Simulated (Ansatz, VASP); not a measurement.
## CuI (Marshite): VASP beside Ansatz

One calculation is typed for both programs; each brings its own data sets. How far apart do they land? Valence electrons are named where the data sets of a main pair hold unlike numbers.

Calculated with Ansatz 0.2.0; plane waves, with VASP 6.6.1 beside it; band structure at LDA, spin-orbit coupling.

The database entry behind the starting cell differs from later determinations by our own check (about 0.15 % long (mineral sample)), so it need not match the best structure at ambient conditions.

## (1) Starting point

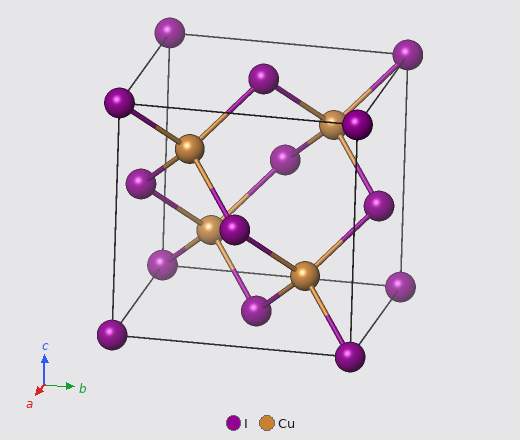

Start, viewed slightly off an axis; iodine purple, copper orange. This picture shows the conventional cell, with its axes. Bonds to atoms that aren't drawn are left out. Some periodic images of atoms are drawn too.

As a file:

```xyz
2
Lattice="0.0000 3.0315 3.0315 3.0315 0.0000 3.0315 3.0315 3.0315 0.0000" Properties=species:S:1:pos:R:3 pbc="T T T"
I     0.0000    0.0000    0.0000
Cu    4.5473    4.5473    4.5473
```

## (2) VASP: band structure, LDA, spin-orbit coupling

The same path points are solved in both programs, so levels can be compared one by one.

Lines of VASP's logs that name or quote its potential files are left out, and so is its time.

Input file INCAR:

```
SYSTEM = CuI
PREC = Accurate
ENCUT = 440
EDIFF = 1E-08
NELM = 100
ISMEAR = 0
SIGMA = 0.01
LREAL = .FALSE.
ALGO = Normal
GGA = CA
LNONCOLLINEAR = .TRUE.
MAGMOM = 0 0 0 0 0 0
NBANDS = 30
GGA_COMPAT = .FALSE.
LASPH = .TRUE.
LSORBIT = .TRUE.
LMAXMIX = 4
LORBIT = 11
LWAVE = .TRUE.
LCHARG = .FALSE.
KPAR = 8
```

Input file POSCAR:

```
CuI
1.0
    0.0000000000      3.0315000000      3.0315000000
    3.0315000000      0.0000000000      3.0315000000
    3.0315000000      3.0315000000      0.0000000000
I Cu
1 1
Direct
    0.0000000000      0.0000000000      0.0000000000
    0.7500000000      0.7500000000      0.7500000000
```

Input file KPOINTS:

```
Automatic mesh
0
Gamma
6 6 6
0 0 0
```

Input file KPOINTS_OPT:

```
Line mode
12
Line-mode
Reciprocal
  0.00000000   0.00000000   0.00000000 GAMMA
  0.50000000   0.00000000   0.50000000 X

  0.50000000   0.00000000   0.50000000 X
  0.50000000   0.25000000   0.75000000 W

  0.50000000   0.25000000   0.75000000 W
  0.37500000   0.37500000   0.75000000 K

  0.37500000   0.37500000   0.75000000 K
  0.00000000   0.00000000   0.00000000 GAMMA

  0.00000000   0.00000000   0.00000000 GAMMA
  0.50000000   0.50000000   0.50000000 L

  0.50000000   0.50000000   0.50000000 L
  0.62500000   0.25000000   0.62500000 U

  0.62500000   0.25000000   0.62500000 U
  0.50000000   0.25000000   0.75000000 W

  0.50000000   0.25000000   0.75000000 W
  0.50000000   0.50000000   0.50000000 L

  0.50000000   0.50000000   0.50000000 L
  0.37500000   0.37500000   0.75000000 K

  0.62500000   0.25000000   0.62500000 U
  0.50000000   0.00000000   0.50000000 X
```

PAW data sets: I_GW and Cu_GW (LDA family, release 64).

On the command line:

```console
> mpirun -np 8 vasp_ncl
```

Numbers of over 12 decimals in the logs are rounded to 6 here.

Output:

```text
[banner, memory and clock lines left out]
running    8 mpi-ranks, on    1 nodes
 distrk:  each k-point on    1 cores,    8 groups
 distr:  one band on    1 cores,    1 groups

 POSCAR found type information on POSCAR I Cu
 POSCAR found :  2 types and       2 ions
|                                                                             |
|           W    W    AA    RRRRR   N    N  II  N    N   GGGG   !!!           |
|           W    W   A  A   R    R  NN   N  II  NN   N  G    G  !!!           |
|           W    W  A    A  R    R  N N  N  II  N N  N  G       !!!           |
|           W WW W  AAAAAA  RRRRR   N  N N  II  N  N N  G  GGG   !            |
|           WW  WW  A    A  R   R   N   NN  II  N   NN  G    G                |
|           W    W  A    A  R    R  N    N  II  N    N   GGGG   !!!           |
|                                                                             |
|     For optimal performance we recommend to set                             |
|       NCORE = 2 up to number-of-cores-per-socket                            |
|     NCORE specifies how many cores store one orbital (NPAR=cpu/NCORE).      |
|     This setting can greatly improve the performance of VASP for DFT.       |
|     The default, NCORE=1 might be grossly inefficient on modern             |
|     multi-core architectures or massively parallel machines. Do your        |
|     Unfortunately you need to use the default for GW and RPA                |
|     calculations (for HF NCORE is supported but not extensively tested      |
|     yet).                                                                   |
|                                                                             |

 LDA part: xc-table for (Slater(with rela. corr.)+CA(PZ))
 , standard interpolation
 POSCAR, INCAR and KPOINTS ok, starting setup
 FFT: planning ... GRIDC
 FFT: planning ... GRID_SOFT
 FFT: planning ... GRID
 WAVECAR not read
 entering main loop
       N       E                     dE             d eps       ncg     rms          rms(c)
DAV:   1     0.123180535912E+03    0.12318E+03   -0.69263E+03  1320   0.951E+02
DAV:   2     0.707375914791E+00   -0.12247E+03   -0.10721E+03  1512   0.283E+02
DAV:   3    -0.685817959139E+01   -0.75656E+01   -0.74013E+01  1676   0.734E+01
DAV:   4    -0.735191519539E+01   -0.49374E+00   -0.49295E+00  2120   0.195E+01
DAV:   5    -0.735805764849E+01   -0.61425E-02   -0.61416E-02  1732   0.216E+00    0.436E+00
DAV:   6    -0.728197265604E+01    0.76085E-01   -0.32019E+00  1642   0.362E+01    0.772E+00
DAV:   7    -0.711666754490E+01    0.16531E+00   -0.61130E-01  1704   0.198E+01    0.261E+00
DAV:   8    -0.710837983705E+01    0.82877E-02   -0.11694E-01  1936   0.628E+00    0.613E-01
DAV:   9    -0.710461704172E+01    0.37628E-02   -0.14128E-02  2104   0.212E+00    0.173E-01
DAV:  10    -0.710439577372E+01    0.22127E-03   -0.11514E-03  2116   0.466E-01    0.473E-02
DAV:  11    -0.710437063223E+01    0.25141E-04   -0.23995E-04  2148   0.163E-01    0.156E-02
DAV:  12    -0.710437099914E+01   -0.36691E-06   -0.33218E-05  1814   0.765E-02    0.117E-02
DAV:  13    -0.710436944605E+01    0.15531E-05   -0.60169E-06  1928   0.547E-02    0.219E-03
DAV:  14    -0.710436951529E+01   -0.69244E-07   -0.70968E-07  1696   0.649E-03    0.975E-04
DAV:  15    -0.710436952382E+01   -0.85270E-08   -0.29085E-08  1856   0.176E-03
   1 F= -.71043695E+01 E0= -.71043695E+01  d E =-.549794E-57  mag=    -0.0000    -0.0000     0.0000
 Start KPOINTS_OPT (optional k-point list driver)
k-point batch [1-22\120]
       N       E                     dE             ncg
DAV:   1     0.287978850590E+04   -0.57485E+04     1336
DAV:   2     0.159084036172E+03   -0.27207E+04     1492
DAV:   3    -0.667392880391E+01   -0.16576E+03     1706
DAV:   4    -0.172108658313E+02   -0.10537E+02     2188
DAV:   5    -0.173433818223E+02   -0.13252E+00     1730
DAV:   6    -0.173484480659E+02   -0.50662E-02     2058
DAV:   7    -0.173485783601E+02   -0.13029E-03     1842
DAV:   8    -0.173485835261E+02   -0.51660E-05     2012
DAV:   9    -0.173485836935E+02   -0.16739E-06     1832
DAV:  10    -0.173485837005E+02   -0.70643E-08     1354
[...]
k-point batch [111-120\120]
       N       E                     dE             ncg
DAV:   1     0.714940561456E+04   -0.41682E+04      616
DAV:   2     0.597427003835E+04   -0.11751E+04      696
DAV:   3     0.590977024336E+04   -0.64500E+02      800
DAV:   4     0.590564327134E+04   -0.41270E+01     1008
DAV:   5     0.590560366783E+04   -0.39604E-01      770
DAV:   6     0.590560180192E+04   -0.18659E-02      972
DAV:   7     0.590560175199E+04   -0.49925E-04      814
DAV:   8     0.590560174977E+04   -0.22244E-05      980
DAV:   9     0.590560174970E+04   -0.65867E-07      810
DAV:  10     0.590560174970E+04   -0.28003E-08      676
 writing wavefunctions
```

Parts of OUTCAR (step 2):

```text
ion  position               nearest neighbor table
   1  0.000  0.000  0.000-   2 2.63   2 2.63   2 2.63   2 2.63
   2  0.750  0.750  0.750-   1 2.63   1 2.63   1 2.63   1 2.63

  LATTYP: Found a face centered cubic cell.
 ALAT       =     6.0630000000

 Subroutine GETGRP returns: Found 24 space group operations
 (whereof 24 operations were pure point group operations)

The static configuration has the point symmetry T_d .

 Found     22 irreducible k-points:

   k-points           NKPTS =     22   k-points in BZ     NKDIM =     22   number of bands    NBANDS=     30

   dimension x,y,z NGX =    30 NGY =   30 NGZ =   30
   dimension x,y,z NGXF=    60 NGYF=   60 NGZF=   60

   ENCUT  =  440.0 eV  32.34 Ry    5.69 a.u.   7.33  7.33  7.33*2*pi/ulx,y,z

   NELECT =      18.0000    total number of electrons

 k-points in reciprocal lattice and weights: Automatic mesh
   0.00000000  0.00000000  0.00000000       0.005
   0.16666667  0.00000000  0.00000000       0.019
  -0.16666667  0.00000000  0.00000000       0.019
   0.33333333  0.00000000  0.00000000       0.019
  -0.33333333  0.00000000  0.00000000       0.019
   0.50000000  0.00000000  0.00000000       0.019
   0.16666667  0.16666667  0.00000000       0.028
   0.33333333  0.16666667  0.00000000       0.056
  -0.33333333 -0.16666667  0.00000000       0.056
[...]
-0.33333333  0.33333333  0.16666667       0.111
  -0.33333333  0.50000000  0.16666667       0.056

 average (electrostatic) potential at core
       1 -93.4922       2 -55.3676

 E-fermi :   3.9734

 k-point     1 :       0.0000    0.0000    0.0000
  band No.  band energies     occupation
    ...
     14       3.4007      1.00000
     15       3.8629      1.00000
     16       3.8629      1.00000
     17       3.8629      1.00000
     18       3.8629      1.00000
     19       4.6563      0.00000
     20       4.6563      0.00000
     21       8.5044      0.00000
     22       8.5044      0.00000
     23       8.5913      0.00000
    ...

 k-point     2 :       0.1667    0.0000    0.0000
  band No.  band energies     occupation
    ...
     14       2.7784      1.00000
     15       3.3773      1.00000
     16       3.3773      1.00000
     17       3.6153      1.00000
     18       3.6654      1.00000
     19       5.6401      0.00000
     20       5.6401      0.00000
     21       8.5093      0.00000
     22       8.5093      0.00000
     23       8.8760      0.00000
    ...

 k-point     3 :      -0.1667    0.0000    0.0000
  band No.  band energies     occupation
    ...
     14       2.7784      1.00000
     15       3.3773      1.00000
     16       3.3773      1.00000
     17       3.6153      1.00000
     18       3.6654      1.00000
     19       5.6401      0.00000
     20       5.6401      0.00000
     21       8.5093      0.00000
     22       8.5093      0.00000
     23       8.8760      0.00000
    ...

  Total       -1.6148527     -1.6148527     -1.6148527      0.0000000      0.0000000     -0.0000000
  in kB      -46.4345000    -46.4345000    -46.4345000      0.0000000      0.0000000     -0.0000000
  external PRESSURE =     -46.4345000 kB  Pullay stress =       0.0000000 kB

  energy-cutoff  :      440.00
  volume of cell :       55.72
      direct lattice vectors                 reciprocal lattice vectors
     0.000000000  3.031500000  3.031500000    -0.164934851  0.164934851  0.164934851
     3.031500000  0.000000000  3.031500000     0.164934851 -0.164934851  0.164934851
     3.031500000  3.031500000  0.000000000     0.164934851  0.164934851 -0.164934851

 POSITION                                       TOTAL-FORCE (eV/Angst)
 -----------------------------------------------------------------------------------
      0.00000      0.00000      0.00000        -0.000000     -0.000000     -0.000000
      4.54725      4.54725      4.54725         0.000000      0.000000      0.000000
 -----------------------------------------------------------------------------------
    total drift:                               -0.000000     -0.000000     -0.000000

  FREE ENERGIE OF THE ION-ELECTRON SYSTEM (eV)
  ---------------------------------------------------
  free  energy   TOTEN  =        -7.1043695238 eV

  energy  without entropy=       -7.1043695238  energy(sigma->0) =       -7.10436952

 Spin-Orbit-Coupling matrix elements
 Ion:    1  E_soc:     -0.3322250
 Ion:    2  E_soc:     -0.0115979

 total charge
# of ion       s       p       d       f       tot
--------------------------------------------------
    1        1.599   3.074   0.068   0.000   4.741
    2        0.332   0.262   9.269   0.003   9.867
--------------------------------------------------
tot          1.931   3.336   9.337   0.003  14.608

 magnetization (x)
# of ion       s       p       d       f       tot
--------------------------------------------------
    1        0.000   0.000   0.000   0.000   0.000
    2        0.000   0.000   0.000  -0.000   0.000
--------------------------------------------------
tot          0.000   0.000   0.000  -0.000   0.000

 magnetization (y)
# of ion       s       p       d       f       tot
--------------------------------------------------
    1        0.000   0.000  -0.000   0.000  -0.000
    2        0.000   0.000   0.000   0.000   0.000
--------------------------------------------------
tot          0.000   0.000   0.000   0.000   0.000

 magnetization (z)
# of ion       s       p       d       f       tot
--------------------------------------------------
    1       -0.000  -0.000   0.000   0.000  -0.000
    2       -0.000   0.000  -0.000  -0.000  -0.000
--------------------------------------------------
tot         -0.000  -0.000  -0.000  -0.000  -0.000

[... 3 further parts left out ...]
```

The run ends at a pressure of -4.64 GPa.

(Part 1 of 2 ends here.)

[Lines on the potential files, build, host, timing and source positions are cut from VASP's logs without a mark.]

[Logs are printed without paths, hosts, clocks, repeated set-up lines and the standing remarks that a program may print on its own settings, such as how far it seeks lower states.]

[Hosts, paths, dates, database ids (printed as entryN), source tags and the programs' standing remarks are cut or masked in the printed files.]
